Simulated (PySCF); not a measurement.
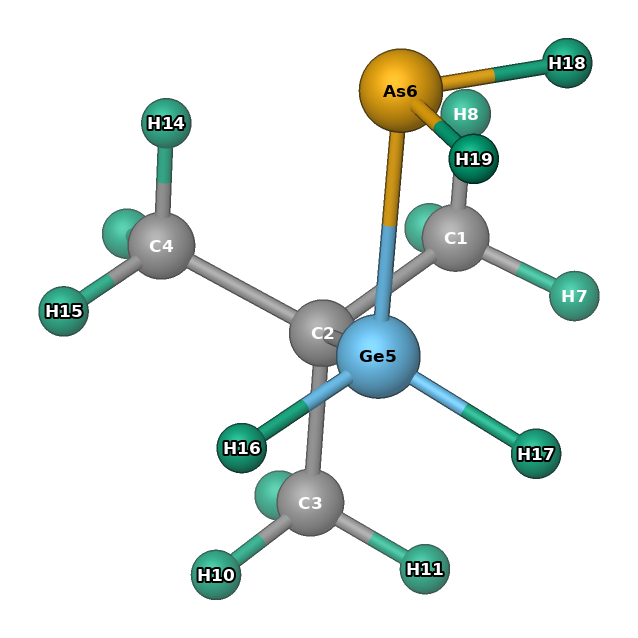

C2 lies behind Ge5. The molecule seen a little off the Ge5–C2 bond, Ge5 in front. Depth is shown by fading: the farther an atom, the more it takes the colour of the background. Computed geometry: PBE0-D3(BJ)/def2-SVP optimisation. No frequency run is at hand to confirm it as a minimum.

### What is the torsion angle As6–Ge5–C2–C1? The sign is positive where the front bond must turn clockwise to cover the back bond.

60°, synclinal (gauche). The bonds about Ge5–C2 are staggered.
